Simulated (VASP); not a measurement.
Band structure of MgPt5 (space group P-62m). Level of theory: PBEsol GGA, VASP's PBE PAW potentials (set 64) (plane waves; VASP).

Unless said otherwise, spin-orbit coupling is left out, though it shifts the bands of the heavy elements here.

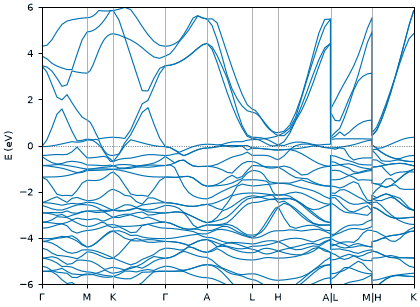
Fig. 1. Bands along high-symmetry lines, zero at the valence-band maximum or, without a gap, the Fermi level

Read the plot: is there a gap, and where are the band edges?

It has no gap at this level: it comes out as a metal or semimetal. (Edges off the drawn lines would not show.)

The structure comes from a computed database's MgPt5 entry (P-62m); how it stands against other phases isn't given here. It was relaxed first.
